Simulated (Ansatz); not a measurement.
Input file:

```
crystal:
  periodic: [false, false, false]
  atoms:
    - { symbol: Si, position_ang: [-1.420377, -0.637008, -1.218276] }
    - { symbol: Cl, position_ang: [-1.75379, -2.609093, -0.601744] }
    - { symbol: Si, position_ang: [-0.985589, 0.640568, 0.558026] }
    - { symbol: Si, position_ang: [-3.234019, 0.13995, -2.259205] }
    - { symbol: Si, position_ang: [0.316819, -0.572009, -2.616281] }
    - { symbol: H, position_ang: [-0.753151, 2.022629, 0.113722] }
    - { symbol: H, position_ang: [0.213449, 0.132163, 1.240169] }
    - { symbol: H, position_ang: [-2.133238, 0.602692, 1.476154] }
    - { symbol: H, position_ang: [-4.377323, 0.103036, -1.335635] }
    - { symbol: H, position_ang: [-2.988954, 1.52483, -2.687666] }
    - { symbol: H, position_ang: [-3.516582, -0.69833, -3.433484] }
    - { symbol: H, position_ang: [1.513344, -1.078065, -1.928006] }
    - { symbol: H, position_ang: [0.541933, 0.81687, -3.042737] }
    - { symbol: H, position_ang: [0.027397, -1.408918, -3.789868] }
basis:
  gaussian: { orbitals: def2-SVP }
hamiltonian:
  xc: pbe
relax:
  f_tol: 0.004
  max_steps: 200
output:
  orbitals: {}
```

Launched as:

```sh
ansatz run input.yaml --threads 4 --pin off --max-ram 10240MiB --backend cpu --events-out ev --progress --plain --runs-dir out
```

The fields are those of the relaxed geometry.

Theory: Ansatz 0.2.0, DFT PBE, Gaussian basis def2-SVP.

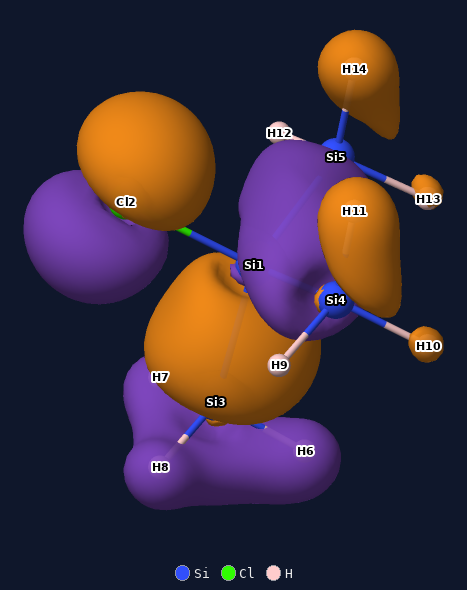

ClH9Si4 (SMILES [Si](Cl)([SiH3])([SiH3])[SiH3]). The HOMO at ±0.08 Å⁻³ᐟ² (orange and purple are the two phases), seen at an oblique angle.

Describe this orbital and give its energy.

Its weight (Hirshfeld) is mainly on Cl2 (about 30 %), Si3 (about 20 %), Si1 (about 20 %), Si4 (about 5 %) and Si5 (about 5 %). It is one of a degenerate set, so its orientation is arbitrary. Its energy is −6.66 eV.
